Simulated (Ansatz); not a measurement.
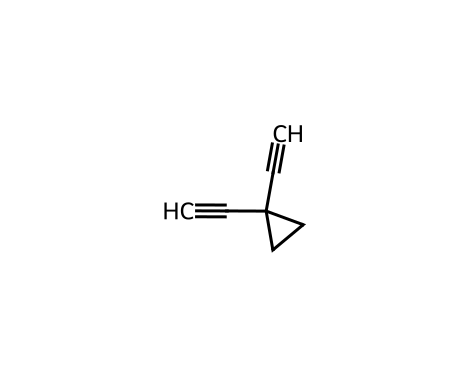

A structural formula.

**Transcribe the drawing into SMILES.**

C#CC1(C#C)CC1

**Give the formula, hydrogens included.**

C7H6.

**An optimisation with PBE0-D4/def2-TZVP gave a structure of which point group?**

C2v.

The parts below concern this one geometry. Atoms keep their numbers from picture to picture. The computed structure is the end point of a PBE0-D4/def2-TZVP optimisation.

Geometry

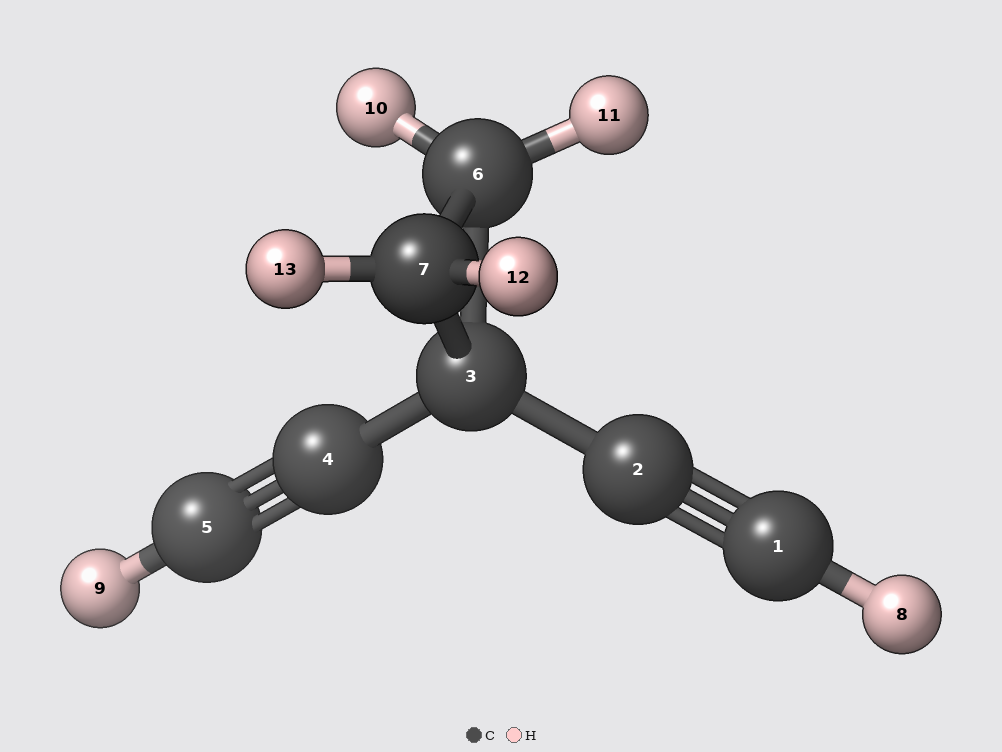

Numbered structure.

**What is the geometry at C2?**

C2 has 2 neighbours (C1 at 1.20, C3 at 1.44 Å); the arrangement is linear.

**How are the neighbours of atom 1 arranged?**

C1 has 2 neighbours (C2 at 1.20, H8 at 1.06 Å); the arrangement is linear.

**What is the dihedral angle C2–C3–C7–C6?**

107° in size, that is anticlinal.

Levels of theory compared

Program: Ansatz 0.2.0.

Tabulate HOMO energy (eV) at these levels: B3LYP-D4/def2-TZVPP; B97M-V/def2-TZVPP; BLYP-D4/def2-TZVPP; CAM-B3LYP-D4/def2-TZVPP; HSE06 (plane-wave form)-D4/def2-TZVPP; PBE-D4/def2-TZVPP; PBE0-D4/def2-QZVPP; PBE0-D4/def2-SVP; ωB97M-V/def2-TZVPP; ωB97X-V/def2-TZVPP.

| level | HOMO energy (eV) |
| --- | --- |
| B3LYP-D4/def2-TZVPP | −6.87 |
| B97M-V/def2-TZVPP | −6.17 |
| BLYP-D4/def2-TZVPP | −5.82 |
| CAM-B3LYP-D4/def2-TZVPP | −8.37 |
| HSE06 (plane-wave form)-D4/def2-TZVPP | −6.69 |
| PBE-D4/def2-TZVPP | −5.98 |
| PBE0-D4/def2-QZVPP | −7.10 |
| PBE0-D4/def2-SVP | −7.03 |
| ωB97M-V/def2-TZVPP | −9.22 |
| ωB97X-V/def2-TZVPP | −9.33 |

Charges

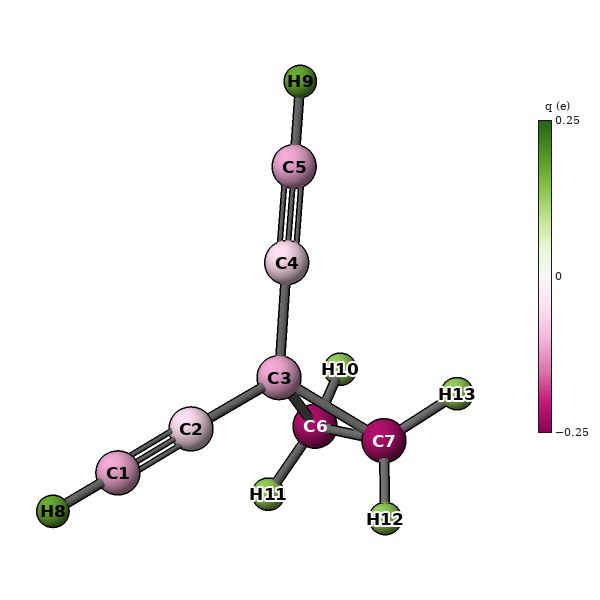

Atoms are coloured by their Mulliken charges. Level of theory: RKS PBE0-D4/def2-TZVP (Ansatz 0.2.0).

**Which atom carries the highest charge (most positive or least negative)?**

H8, H9 (0.18 e).

**And the lowest?**

C6, C7 (−0.22 e).

Give the Mulliken charges atom by atom.

| atom | value (e) |
| --- | --- |
| C1 | −0.11 |
| C2 | −0.06 |
| C3 | −0.11 |
| C4 | −0.06 |
| C5 | −0.11 |
| C6 | −0.22 |
| C7 | −0.22 |
| H8 | 0.18 |
| H9 | 0.18 |
| H10 | 0.14 |
| H11 | 0.14 |
| H12 | 0.14 |
| H13 | 0.14 |

Thermal motion

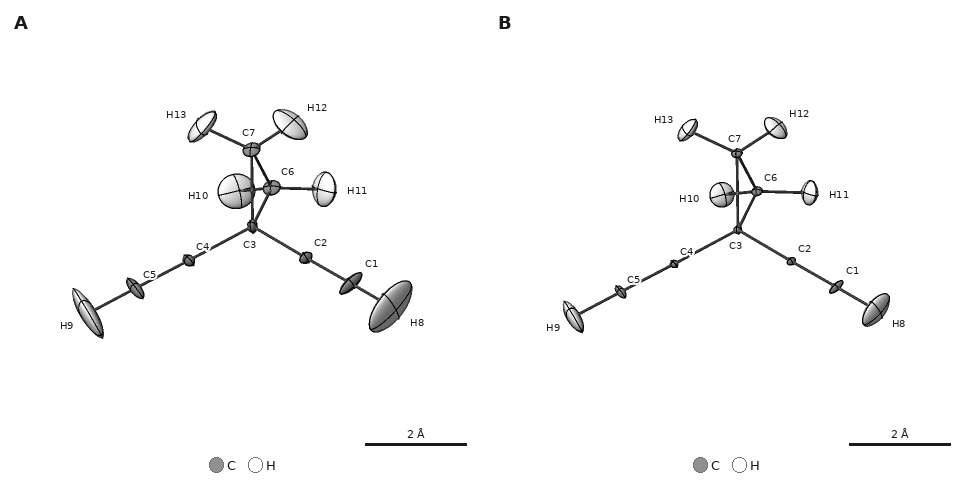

Displacement ellipsoids at the 50 % level, from the internal vibrations of the free molecule (harmonic, no overall translation or rotation; no half-axis is drawn under 0.075 Å). Vibrations computed with RKS PBE0-D4/def2-TZVP (Ansatz 0.2.0). One panel is for 298 K, the other for 900 K.

**Which panel is for 900 K?**

A.

**How much does the mean-square displacement of C1 grow, and why?**

U_eq goes from 0.0061 to 0.0170 Å², a factor of 2.8. Modes below kT (626 cm⁻¹ at 900 K) grow about in proportion to T, and the lowest lies at 130 cm⁻¹; the mean-square amplitude of a mode is its zero-point value times coth(ħω/2kT), which comes close to 1 only above about 3kT.

Mulliken values depend strongly on the basis set and can even reverse the polarity of a bond.
